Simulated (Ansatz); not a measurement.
Band structure of CaMoF6 (R-3, 8 atoms in the cell).

```
CaMoF6
1.0
    2.80272     1.61815     4.95432
   -2.80272     1.61815     4.95432
    0.00000    -3.23630     4.95432
Ca Mo F
1 1 6
Cartesian
  0.00000   0.00000   7.43148
  0.00000   0.00000   0.00000
 -0.53943  -1.75507   6.12015
  0.53943   1.75507   8.74280
  1.78965   0.41037   6.12015
 -1.78965  -0.41037   8.74280
 -1.25022   1.34469   6.12015
  1.25022  -1.34469   8.74280
```
Moments meant for the start (each program seeds them in its own way; μB, in the order of the atoms Ca Mo F F F F F F): 0.0 2.0 0.0 0.0 0.0 0.0 0.0 0.0.

Level of theory: LDA (PW92), PAW files made with PBE (plane waves; Ansatz, an electronic-structure program).

Settings: kpoints.mp_grid.grid = 3 3 3; hamiltonian.xc = lda; hamiltonian.pseudopotentials = {kind: paw} (the program's default PAW files); magnetization.spin_polarized = true; scf.occupations.method = fermi_dirac; scf.occupations.width = 0.01 eV; kpoints.band_path.path = [[0.0, 0.0, 0.0], [0.5, 0.0, 0.0], [0.5, 0.23778462, -0.23778462]]; kpoints.band_path.npoints = 8.

The starting cell comes from a database of computed structures (which also holds hypothetical and non-ambient phases and stackings), without a prior relaxation at this level. With one magnetic atom in the cell only a parallel order is possible.

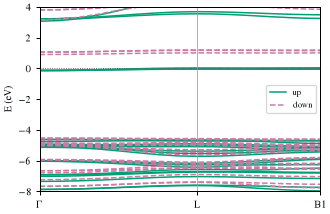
Bands along the path, energies from the Fermi level.

Levels in eV from the Fermi level, bands 31 to 38 of the first spin channel:
```csv
point,31,32,33,34,35,36,37,38
Γ,-4.62,-4.62,-0.14,-0.14,-0.12,3.07,3.22,3.22
L,-4.69,-4.65,-0.05,-0.03,0.03,3.55,3.69,4.99
B1,-4.70,-4.69,-0.05,-0.03,0.04,3.25,3.48,5.16
```

Bands cross the Fermi level along this path, so the cell is metallic at this level.

The net moment of the cell came out as 2.00 μB.

Keys are those of Ansatz 0.2.
